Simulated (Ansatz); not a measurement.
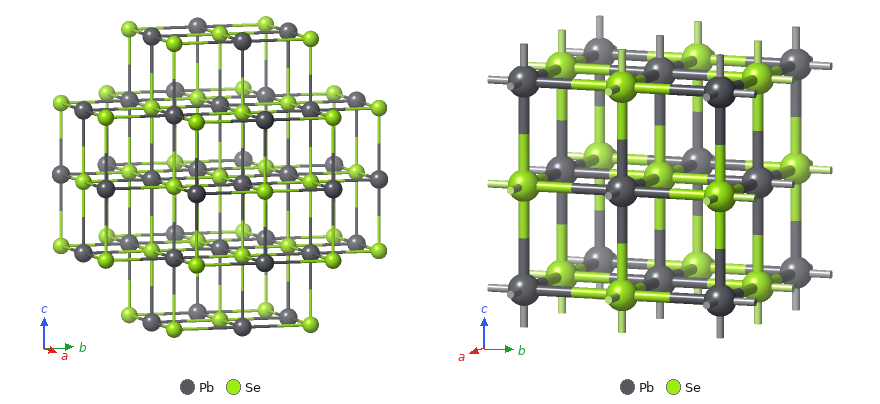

Left: the structure. Right: its underlying net. Nodes are coloured by element. Short stubs are edges that leave the cut-out.

PbSe (space group Fm-3m, No. 225). Coordinates: a calculation's input that goes back to an entry of the Crystallography Open Database (an earlier step may have relaxed or displaced it).

Bonds are taken as Pb–Se below 3.4 Å. Atoms with one bond or none are removed and atoms with two bonds are replaced by edges, until no such atom is left.

The result is a uninodal 6-connected, three-periodic net: Pb and Se are 6-connected nodes. It is the pcu net, known from NaCl, ReO3 and the B-X framework of perovskite. It is a single net, without interpenetration.

| node | links | point symbol | coordination sequence |
| --- | --- | --- | --- |
| Pb and Se | 6 | 4¹²·6³ | 6 18 38 66 102 146 |
